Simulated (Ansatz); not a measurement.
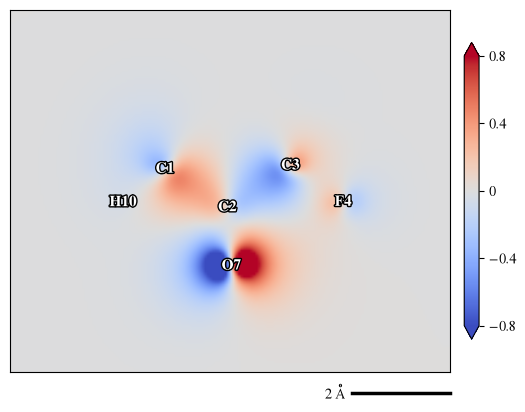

The picture shows: C3H3F3O (SMILES CC(=O)C(F)(F)F). The HOMO on the plane of atoms C1, C2 and O7 (values in Å⁻³ᐟ²; the overall sign is arbitrary).

Geometry: B3LYP-D3(BJ)/def2-SVP.

All numbers below come from Ansatz, isolated molecule in a Gaussian basis; Kohn-Sham density functional theory, functional PBE0.

```
atom    x (Å)    y (Å)    z (Å)
   C   0.1464  -1.9606   1.8211
   C  -0.6989  -1.5306   0.6533
   C  -1.7399  -0.4238   0.9747
   F  -2.4568  -0.0926  -0.0888
   F  -1.1110   0.6747   1.4310
   F  -2.5732  -0.8478   1.9424
   O  -0.6252  -1.9671  -0.4638
   H   0.6909  -1.0926   2.2261
   H  -0.4997  -2.3391   2.6290
   H   0.8502  -2.7381   1.5002
```

Q: Describe this orbital and give its energy.

A: By Hirshfeld shares it lies mainly on O7 (about 60 %), C2 (about 10 %), C1 (about 10 %) and C3 (about 10 %). Its energy is −8.48 eV.
